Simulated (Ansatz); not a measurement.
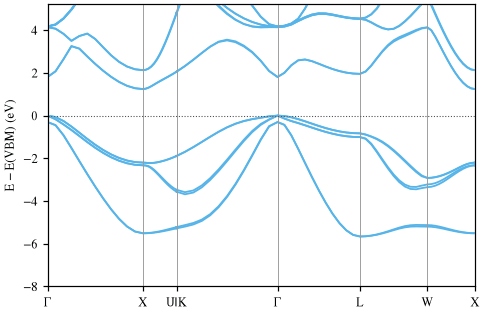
Fig. 1. Band structure from DFT-PBEsol with spin–orbit coupling in the program Ansatz with PAW potentials

Q: Read off the gap and where the band edges lie.

A: About 1.2 eV (1.24 eV by a search for the band edges); maximum at Γ, minimum at X.

The material is AlAs (zinc blende, F-43m).

Symmetry was held in the PBEsol relaxation.

Potentials: the later of the program's two PAW sets.
